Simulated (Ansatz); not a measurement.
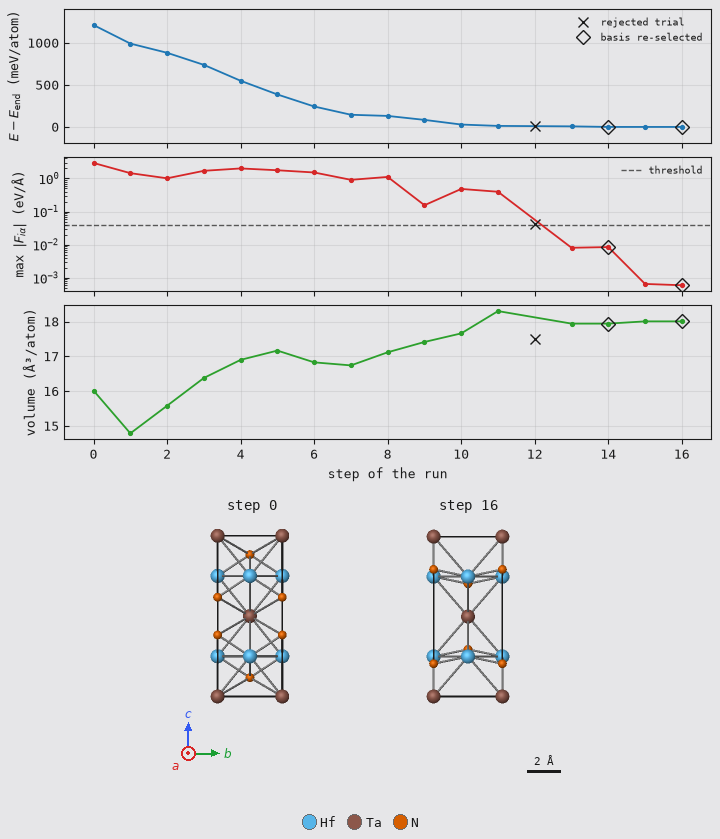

First and last geometry of a relaxation of solid Hf2TaN2 (a generated structure, set up in I4/mmm) (coarse preliminary run), with the history of the run. A ball-and-stick model of the conventional cell (2 times the calculation's cell), seen along the a axis. Lengths and directions refer to the drawn axes.

All numbers below come from DFT PBE, scalar-relativistic, plane waves, PAW in Ansatz 0.2.0. Settings: plane-wave cutoff 420 eV; k-point mesh 6 × 6 × 6; occupations gaussian; smearing width 0.1 eV; no spin polarisation; cell and atoms relaxed; force threshold 0.04 eV/Å; at most 70 steps.

**What do the curves and the structures tell?**

It converged. The energy falls by 1212 meV per atom in 13 accepted moves (16 points after the start). Largest force component: 2.9 eV/Å at the start, 0.0006 eV/Å at the end. Pressure: −12.70 GPa at the start and 0.05 GPa at the end. The line search rejected the trial step at point 12 of the run. The SCF was repeated twice at an unchanged geometry on a basis and grid sized afresh for the cell, which shifted the energy by 6.9 meV per atom at most. The largest moves relative to the cell, 1.76 Å, are those of N atoms. Ta and Hf stay in place. The volume changes by +12.4 %, with a = b 4.009 → 4.262 Å (+6.3 %), c 9.966 → 9.912 Å (−0.6 %). Near-neighbour distances that change, for instance: N–Ta 3.813 → 2.034 Å, N–Ta 3.067 → 4.198 Å, Hf–N 2.401 → 2.177 Å, Hf–Hf 2.835 → 3.014 Å. New bonds form, among them: N–Ta (3.81 → 2.03 Å). Bond angles that change, for instance: Hf–N–Hf 113.2° → 156.4°, Hf–N–Hf 72.4° → 87.6°. The space group stays I4/mmm (No. 139). The run took 4.5 min on 1 thread of Intel(R) Xeon(R) Processor @ 2.50GHz (Skylake/Cascade Lake) (shared host), peak memory 0.46 GiB.
